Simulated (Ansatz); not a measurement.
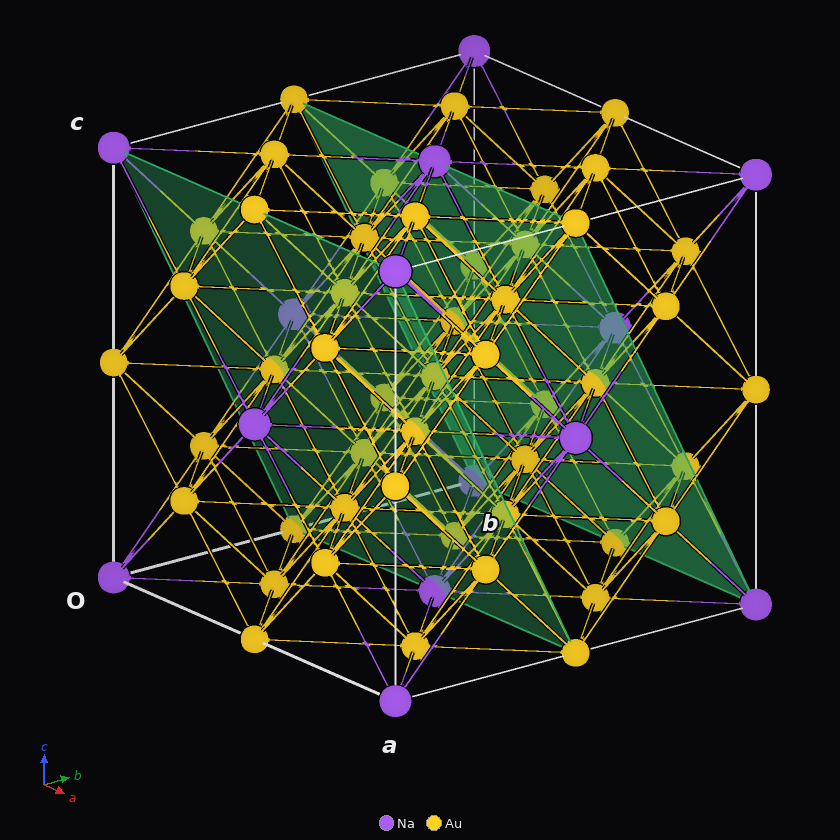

Every member of one family of equally spaced planes, hx + ky + lz = a whole number, that cuts the unit cell is shaded (one member passes through the origin O, touching the cell only at an edge or corner). Crystal: NaAu7, the input geometry of an electronic-structure calculation (not necessarily at equilibrium); the starting structure was generated, so it need not be a known form of this composition. Geometry calculated from the standardised cell; symmetry tolerance 0.002 Å.

a = 8.340 Å, b = 8.340 Å, c = 8.340 Å, α = 90.00°, β = 90.00°, γ = 90.00°.

Index the planes.

Answer. (0 2 1); the opposite sign names the same planes. The member next to the origin meets the axes a never, b at 1/2, c at 1.

What is the spacing?

Answer. d = 3.730 Å.

Which atoms of the cell lie in these planes (within 0.03 Å)?

Answer. 2 of the 4 Na, 6 of the 28 Au.
